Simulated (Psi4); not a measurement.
# CCSD(T)/pcseg-0 (sweep point 1) run of [NH2]− (SMILES [NH2-])

What is the vertical ionisation energy of [NH2]− at CCSD(T)/pcseg-0 (sweep point 1)? 

Program for the calculation: Psi4 1.11.

**1. The system as given**

The species is [NH2]− (3 atoms), meant as a singlet with charge -1. As SMILES, `[NH2-]`. Geometry: relaxed at PBE0-D4/def2-TZVPD.

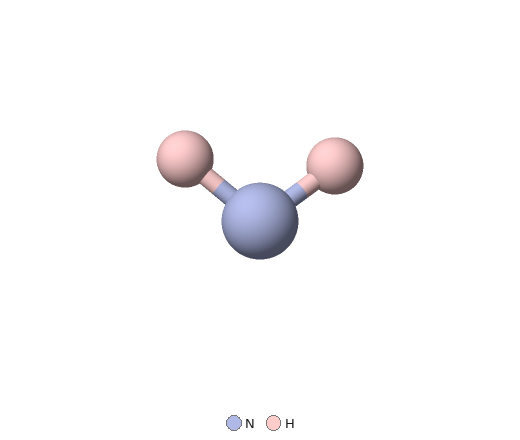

The structure, seen from a chosen angle (nitrogen light blue, hydrogen pink).

**2. A single-point energy at CCSD(T)/pcseg-0 (sweep point 1)**

job.in

```
memory 1.6 GB

molecule molecule1 {
  -1 1
  N      0.342200    -0.203000     0.168700
  H      0.125500     0.801200     0.156000
  H     -0.467700    -0.598200    -0.324700
  units angstrom
  symmetry c1
}

set {
  basis pcseg-0
  puream true
  scf_type pk
  num_frozen_docc 1
}

energy('ccsd(t)')
```

On the command line:

```bash
$ psi4 -i job.in -o job.out -n 1
```

job.out, cut to the lines that bear on the results:

```text
[...]
  Running in c1 symmetry.
[...]
  Nuclear repulsion =    7.542852415995356
[...]
  Multiplicity = 1
[...]
  Nalpha       = 5
  Nbeta        = 5
[...]
    Number of basis functions: 13
[...]
   @RHF iter   1:   -55.13172520414277   -4.12096e-01   4.62481e-02 ADIIS/DIIS
[...]
   @RHF iter  10:   -55.30291433957175   -6.39488e-14   1.44787e-09 DIIS
[...]
    Orbital Energies [Eh]
    ---------------------
    Doubly Occupied:
       1A    -15.108567     2A     -0.688694     3A     -0.220316
       4A     -0.054854     5A      0.006658
[...]
  @RHF Final Energy:   -55.30291433957175
   => Energetics <=
    Nuclear Repulsion Energy =              7.5428524159953563
    One-Electron Energy =                 -93.5599891812859852
    Two-Electron Energy =                  30.7142224257188801
    Total Energy =                        -55.3029143395717497
[...]
 Multipole Moments:
 ------------------------------------------------------------------------------------
     Multipole            Electronic (a.u.)      Nuclear  (a.u.)        Total (a.u.)
 ------------------------------------------------------------------------------------
 L = 1.  Multiply by 2.5417464519 to convert [e a0] to [Debye]
 Dipole X            :          0.4077844           -0.9370214           -0.5292370
 Dipole Y            :         -0.2181768            0.5013879            0.2832111
 Dipole Z            :         -0.0000000           -0.0000000           -0.0000000
 Magnitude           :                                                    0.6002502
[...]
      * MP2 total energy                      =  -55.412182292554498
[...]
      * CCSD total energy                     =  -55.422360861508480
[...]
      * CCSD(T) total energy                  =  -55.424539189636462
[...]
```

Run time: 2 s. Hardware: 1 thread of Intel Xeon Platinum 8259CL at 2.50GHz (Skylake/Cascade Lake), shared host; peak memory 0.18 GiB.

**3. Doublet neutral NH2 at the same level**

input.in

```
memory 1.6 GB

molecule molecule1 {
  0 2
  N      0.342200    -0.203000     0.168700
  H      0.125500     0.801200     0.156000
  H     -0.467700    -0.598200    -0.324700
  units angstrom
  symmetry c1
}

set basis pcseg-0
set reference uhf
set puream true
set scf_type pk
set num_frozen_docc 1
set maxiter 150

energy('ccsd(t)')
```

On the command line:

```bash
$ psi4 input.in input.out -n 1
```

input.out, cut to the lines that bear on the results:

```text
[...]
  Running in c1 symmetry.
[...]
  Nuclear repulsion =    7.542852415995356
[...]
  Multiplicity = 2
[...]
  Nalpha       = 5
  Nbeta        = 4
[...]
    Number of basis functions: 13
[...]
   @UHF iter   1:   -55.35936815160852   -6.39739e-01   1.66820e-02 DIIS/ADIIS
[...]
   @UHF iter  12:   -55.39069408638085   -1.13687e-13   2.57907e-09 DIIS
[...]
   @S^2 Observed:                7.563882728E-01
[...]
    Orbital Energies [Eh]
    ---------------------
    Alpha Occupied:
       1A    -15.588414     2A     -1.164755     3A     -0.639647
       4A     -0.509009     5A     -0.494421
    Alpha Virtual:
       6A      0.193478     7A      0.284253     8A      0.888621
       9A      1.030943    10A      1.072082    11A      1.335932
      12A      1.519360    13A      1.568267
    Beta Occupied:
       1A    -15.555505     2A     -1.044121     3A     -0.614752
[...]
  @UHF Final Energy:   -55.39069408638085
   => Energetics <=
    Nuclear Repulsion Energy =              7.5428524159953563
    One-Electron Energy =                 -89.8136747368003086
    Two-Electron Energy =                  26.8801282344241095
    Total Energy =                        -55.3906940863808472
  UHF NO Occupations:
  HONO-2 :    3  A 1.9986147
  HONO-1 :    4  A 1.9983751
[...]
 Multipole Moments:
 ------------------------------------------------------------------------------------
     Multipole            Electronic (a.u.)      Nuclear  (a.u.)        Total (a.u.)
 ------------------------------------------------------------------------------------
 L = 1.  Multiply by 2.5417464519 to convert [e a0] to [Debye]
 Dipole X            :          0.0929843           -0.9370214           -0.8440371
 Dipole Y            :         -0.0497440            0.5013879            0.4516439
 Dipole Z            :         -0.0000000           -0.0000000           -0.0000000
 Magnitude           :                                                    0.9572778
[...]
      * MP2 total energy                      =  -55.476790772696774
[...]
      * CCSD total energy                     =  -55.490553437832546
[...]
      * CCSD(T) total energy                     =  -55.491756735660765
[...]
```

It took 2.1 s on 1 thread of Intel Xeon Platinum 8259CL at 2.50GHz (Skylake/Cascade Lake), shared host; peak memory 0.18 GiB.

**4. Results**

At CCSD(T)/pcseg-0 (sweep point 1), 1 core orbital frozen:

```
                                                                       quantity         value
                                                   singlet [NH2]−: total energy  -55.42454 Eh
                            singlet [NH2]−: HOMO energy (Hartree–Fock orbitals)       0.18 eV
                            singlet [NH2]−: LUMO energy (Hartree–Fock orbitals)      13.58 eV
          singlet [NH2]−: HOMO–LUMO gap (to an unbound level, set by the basis)      13.40 eV
                     singlet [NH2]−: correlation energy (1 core orbital frozen)    -121.6 mEh
                                                 singlet [NH2]−: (T) correction     -2.18 mEh
                                                  singlet [NH2]−: T1 diagnostic         0.010
                                              doublet neutral NH2: total energy  -55.49176 Eh
doublet neutral NH2: HOMO energy (Hartree–Fock orbitals) (highest over α and β)     -12.05 eV
 doublet neutral NH2: LUMO energy (Hartree–Fock orbitals) (lowest over α and β)       4.26 eV
                doublet neutral NH2: correlation energy (1 core orbital frozen)    -101.1 mEh
                                            doublet neutral NH2: (T) correction     -1.20 mEh
                         doublet neutral NH2: ⟨S²⟩ of the reference determinant         0.756
                                             doublet neutral NH2: T1 diagnostic         0.010
                            vertical detachment energy (to the doublet neutral)     -1.829 eV
```

What this shows: The species is unbound against losing an electron at this level, by 1.83 eV (−42 kcal/mol); missing correlation or diffuse functions can give that sign where the real anion is bound. The triples (singlet [NH2]−) make up 1.8 % of the correlation energy. The HOMO (singlet [NH2]−) lies at positive energy, 0.18 eV: the electron is unbound at this level or held by a compact basis; values depend on the basis. The triples (doublet neutral NH2) make up 1.2 % of the correlation energy.
